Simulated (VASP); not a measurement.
Shape and ions are relaxed at each volume.

Energy against volume of Bi (a7). Method: vdW-DF-cx, VASP's PBE PAW potentials (set 64) (plane waves; VASP).

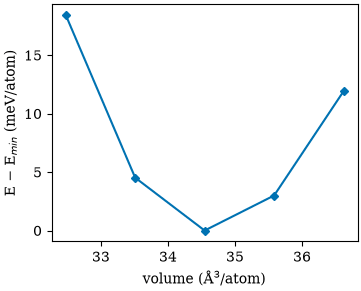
Energy against volume

**Question.** Estimate the equilibrium volume and the bulk modulus.

**Answer.** The minimum lies near 34.6 Å³/atom, and the curvature gives B0 of about 38 GPa.

Measured: bulk modulus 32.1 GPa at 0 K (computed value off by +18.5 %), as given by K. Lejaeghere et al., Critical reviews in solid state and materials sciences/CRC critical reviews in solid state and materials sciences (2013), arXiv:1204.2733 [extrapolated to 0 K and zero-point effects removed (source: thermally corrected experimental values)].

The compound is Bi in the a7 structure. It was relaxed first.
